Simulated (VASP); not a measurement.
Here is the system:

```xyz
2
Lattice="-2.9228 2.9228 1.5877 2.9228 -2.9228 1.5877 2.9228 2.9228 -1.5877" Properties=species:S:1:pos:R:3 pbc="T T T"
Sn     2.9228     0.0000     0.7939
Sn     0.0000     0.0000     0.0000
```

Level of theory: r2SCAN+rVV10, VASP's PBE PAW potentials (set 64) (plane waves; VASP). Run with 520 eV cut-off, 15×15×15 Γ-centred mesh, tetrahedra with Blöchl corrections, potentials Sn_d.

Unless said otherwise, spin-orbit coupling is left out, though it shifts the bands of the heavy elements here.

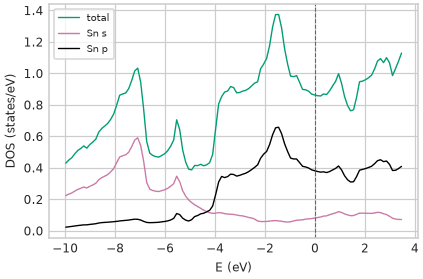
Figure: Total and projected density of states, zero at the Fermi level

Within 2 eV below the Fermi level the largest weight inside VASP's projection spheres is Sn p.

It has no gap at this level: it comes out as a metal or semimetal.

The compound is Sn in the beta structure. It was relaxed first.
